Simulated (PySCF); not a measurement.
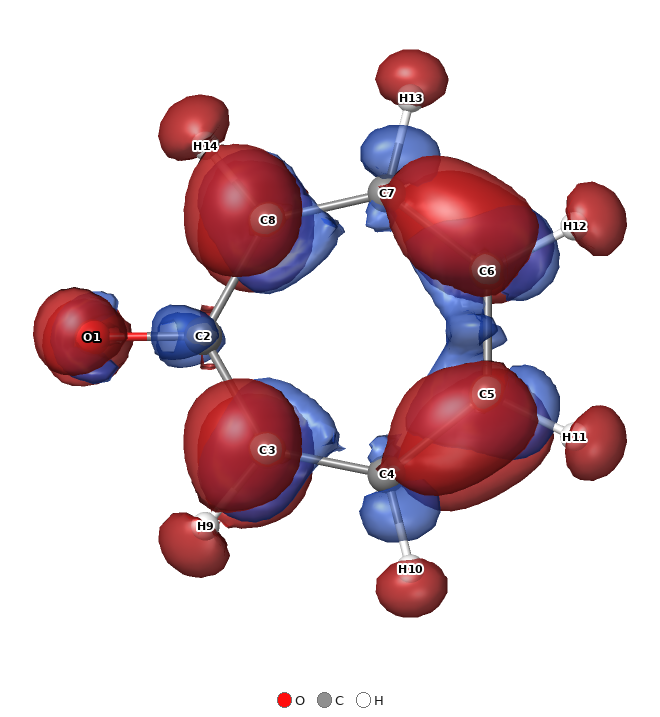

Figure. C₇H₆O, SMILES `O=C1C=CC=CC=C1`. Fukui function f⁺ = ρ(N+1) − ρ(N) at fixed geometry, surfaces at ±0.02 e/Å³ (red positive, blue negative).

Level of theory: M06-2X/6-311G** (PySCF), at a geometry from GFN2-xTB. No frequency check shows the geometry to be a minimum.

Input script:

```python
import numpy as np
from pyscf import gto, scf, dft
from pyscf.scf import atom_ks, atom_hf
from scipy.linalg import block_diag

def solve(mol, dm0=None, hcore=None):
    mf = (dft.UKS if mol.spin else dft.RKS)(mol, xc='m062x')
    mf.grids.level = 3
    mf = mf.density_fit(auxbasis='def2-universal-jkfit')
    mf.conv_tol, mf.max_cycle = 1e-8, 80
    if hcore is not None:
        mf.get_hcore = lambda *args: hcore
    mf.kernel(dm0)
    if not mf.converged:
        mf = mf.newton().run(mf.mo_coeff, mf.mo_occ, max_cycle=30)
    assert mf.converged, 'SCF not converged'
    return mf

mol = gto.M(atom='''
O      2.54499    -0.00005     0.00000
C      1.31947     0.00001     0.00000
C      0.60503     1.27440     0.00000
C     -0.71555     1.55811     0.00000
C     -1.83180     0.67839     0.00000
C     -1.83187    -0.67826     0.00000
C     -0.71570    -1.55809     0.00000
C      0.60490    -1.27450     0.00000
H      1.29414     2.11167     0.00000
H     -0.97939     2.61000     0.00000
H     -2.79785     1.16803     0.00000
H     -2.79796    -1.16781     0.00000
H     -0.97964    -2.60995     0.00000
H      1.29394    -2.11184     0.00000
''', basis='6-311g**', charge=0, spin=0, verbose=4)
mf = solve(mol)
out = dict(e0=mf.e_tot, dm0=mf.make_rdm1(), c=mf.mo_coeff, occ=mf.mo_occ, eps=mf.mo_energy)
for name, dq, spin in [('cation', 1, 1), ('anion', -1, 1)]:
    ion = mol.copy().set(charge=mol.charge + dq, spin=spin).build()
    mi = solve(ion)
    if spin and dq > 0 and mol.nao < 130:
        c, _, stable, _ = mi.stability(return_status=True)
        if not stable:
            mi = solve(ion, mi.make_rdm1(c, mi.mo_occ))
    print(name, 'vertical energy change / eV', (mi.e_tot - mf.e_tot) * 27.211386)
    out.update({'e_' + name: mi.e_tot, 'dm_' + name: mi.make_rdm1(), 's2_' + name: mi.spin_square()[0], 'eps_' + name: mi.mo_energy, 'occ_' + name: mi.mo_occ})
# spherically averaged free atoms, for the promolecule
atm = atom_ks.get_atm_nrks(mol, xc='m062x')
pro = block_diag(*[(atm[a[0]][2] * atm[a[0]][3]) @ atm[a[0]][2].T for a in mol._atom])
np.savez('result.npz', pro=pro, **out)
```

Command:

```sh
OMP_NUM_THREADS=1 python input.py
```

The run took 3.9 min on 1 thread of Intel(R) Xeon(R) Platinum 8375C CPU @ 2.90GHz (Ice Lake), with other jobs on the host, peak memory 1.1 GiB.

Partitions, critical points and surface values were worked out afterwards from this run's density.

Which atoms respond most to the addition of an electron?

f⁺ (Hirshfeld-condensed) is largest on C3 and C8 (0.12 each), C5 and C6 (0.10 each) and O1 (0.08); the vertical electron affinity is 0.48 eV (the stability of the anion's solution wasn't checked; the anion's highest orbital has positive energy, so this value and f⁺ depend on the basis). Condensed values hint at sites of nucleophilic attack but needn't mark the atom that reacts. Shares this close don't rank the sites. Orbital relaxation makes it negative in places (0.22 e in all).

```csv
atom,f⁺,charge
O1,+0.08,−0.28
C2,+0.04,+0.13
C3,+0.12,−0.04
C4,+0.06,−0.03
C5,+0.10,−0.03
C6,+0.10,−0.03
C7,+0.06,−0.03
C8,+0.12,−0.04
H9,+0.06,+0.06
H10,+0.04,+0.06
H11,+0.06,+0.06
H12,+0.06,+0.06
H13,+0.04,+0.06
H14,+0.06,+0.06
```
